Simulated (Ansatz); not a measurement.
# CH$_{5}$BOSi: what the fields show

```xyz
9

B    -0.1643    1.1453   -0.8968
C     0.4555   -0.2235   -0.8715
Si    0.2647   -1.0989    0.5993
O    -0.5319   -0.5266    1.9115
H    -0.1095    1.8731   -1.8640
H    -0.7587    1.5799    0.0820
H     0.9973   -0.6592   -1.7168
H     0.7419   -2.4521    0.9671
H    -0.8949    0.3621    1.7891
```

Theory: RKS PBE0/def2-SVP in Ansatz.

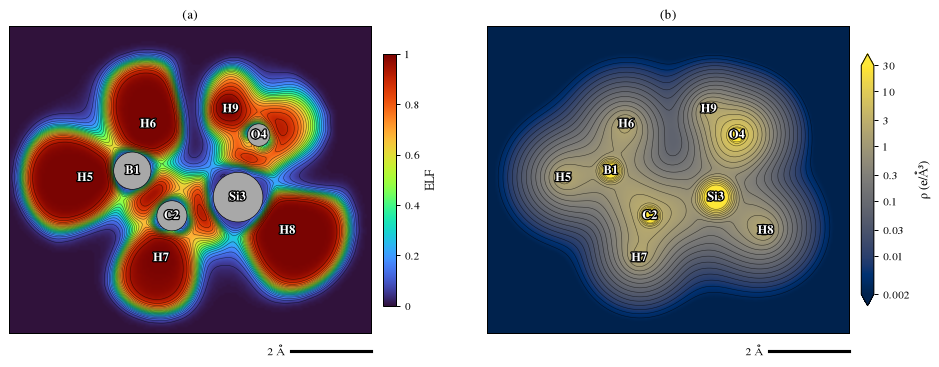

Figure 1. (a) electron localisation function; (b) total electron density on the molecular plane. Grey discs cover the atomic cores in the ELF map.

Q: Describe what can be read from this map.

A: The section cuts through B, C, Si, O and H sites. C–B (1.50 Å): ρ at the midpoint is about 1.5 e/Å³; the ELF peaks at about 0.95 between the atoms (localised, covalent bonding). Si–O (1.64 Å): ρ is about 1.1 e/Å³ halfway; the ELF peaks at about 0.90 between the atoms (a polar covalent bond). C–Si (1.72 Å): the density is about 1.1 e/Å³ at the midpoint; the ELF peaks at about 0.90 between the atoms: a covalent bond. O–H (0.97 Å): ρ at the midpoint is about 3.7 e/Å³; the ELF climbs to about 1 towards the hydrogen, as it does in any bond to H: an ordinary covalent bond to hydrogen. C–H (1.09 Å): the density is about 1.9 e/Å³ at the midpoint; the ELF climbs to about 1 towards the hydrogen: a covalent bond by its length. The ELF also peaks beside O4, away from the bonds: lone-pair regions.

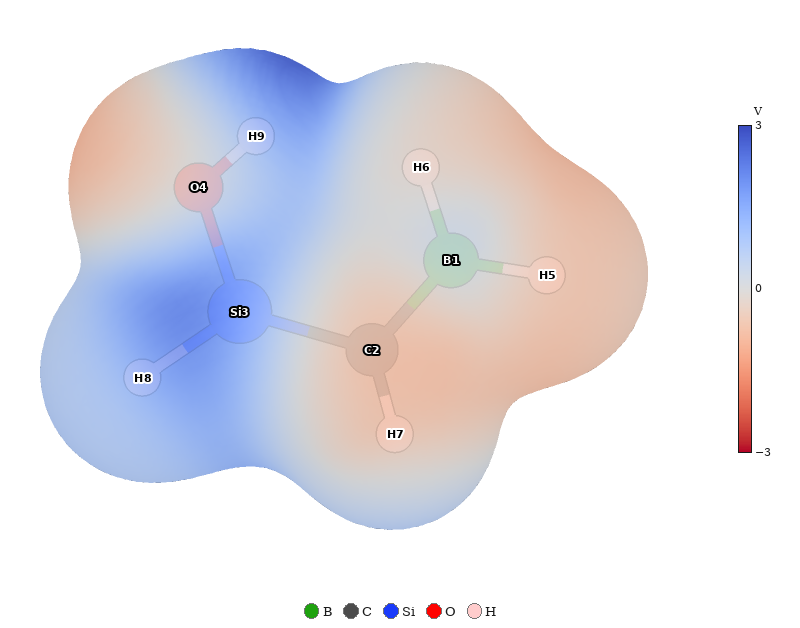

Figure 2. The molecular electrostatic potential painted on the density surface at 0.002 e/bohr³, seen across its widest extent; the colour scale runs from red (negative) to blue (positive).

Q: Which sites attract a positive test charge, and which a negative one?

A: A positive charge is drawn to the negative regions and a negative charge to the positive ones. The most negative region (about −0.9 V) lies over O4, the most positive (about +2.5 V) over H9.

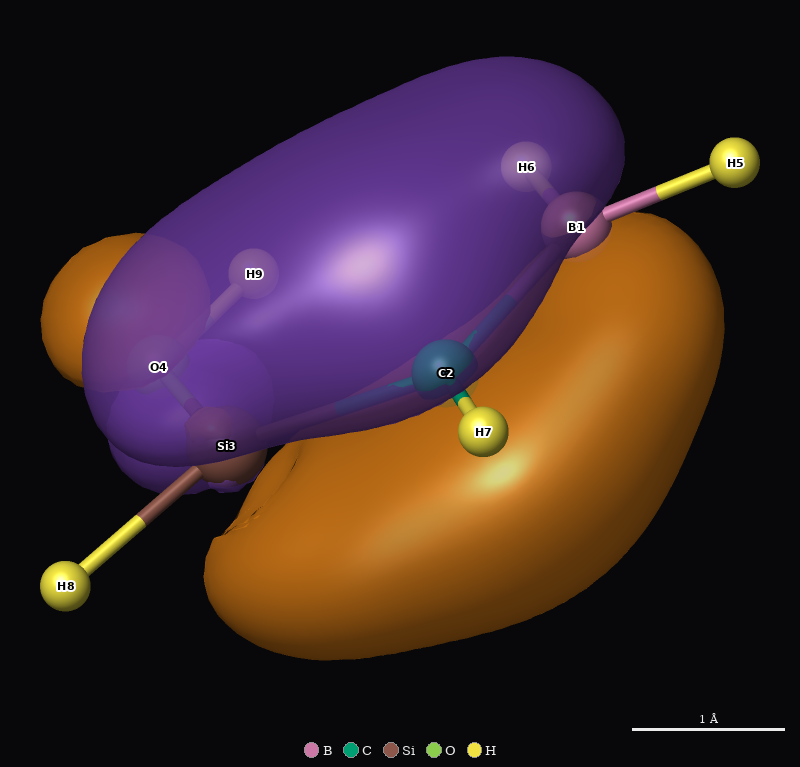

Figure 3. The HOMO at ±0.1 Å⁻³ᐟ² (orange and purple are the two phases), seen at an oblique angle.

Q: Describe this orbital and give its energy.

A: Its weight (Hirshfeld) is mainly on C2 (about 50 %), Si3 (about 25 %) and B1 (about 15 %); it changes sign across the molecular plane (π type); π-bonding across B1–C2 and C2–Si3. Its energy is −7.11 eV.
